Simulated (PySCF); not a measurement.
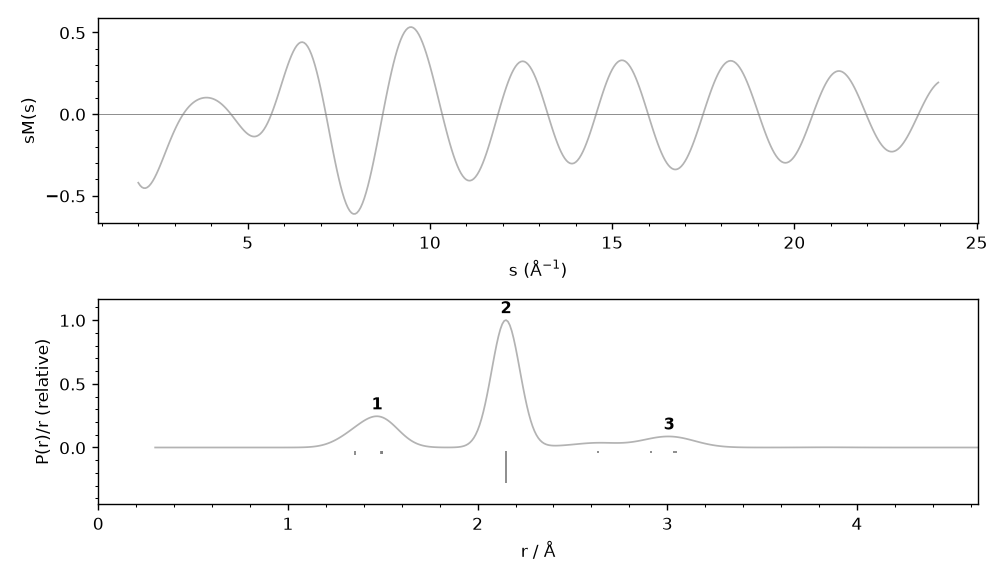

Simulated gas electron diffraction: reduced molecular intensity sM(s) from the Debye equation in the first Born approximation (top) and the radial distribution curve (bottom) of H₄SSi. Each pair of atoms contributes with weight ZᵢZⱼ/r (bars below the curve); damping constant 0.0015 Å²; vibrational amplitudes assumed, not computed: 0.05 Å for bonds, 0.078 Å for bonds to H, 0.06 + 0.015 r up to 0.15 Å for other pairs. The geometry is the end point of an optimisation (PBE0-D3(BJ)/def2-SVP geometry optimisation, gas phase (PySCF 2.14.0, density-fitted response routines)); it may be a saddle point or a higher isomer.

> Read the positions of the numbered peaks and name the main pairs (– for bonds).

Peak 1, 1.47 Å: S–H 1.35 Å, Si–H 1.49 Å (×3), not resolved
Peak 2, 2.15 Å: S–Si 2.15 Å
Peak 3, 3.01 Å: S···H 2.91–3.04 Å (×3), not resolved
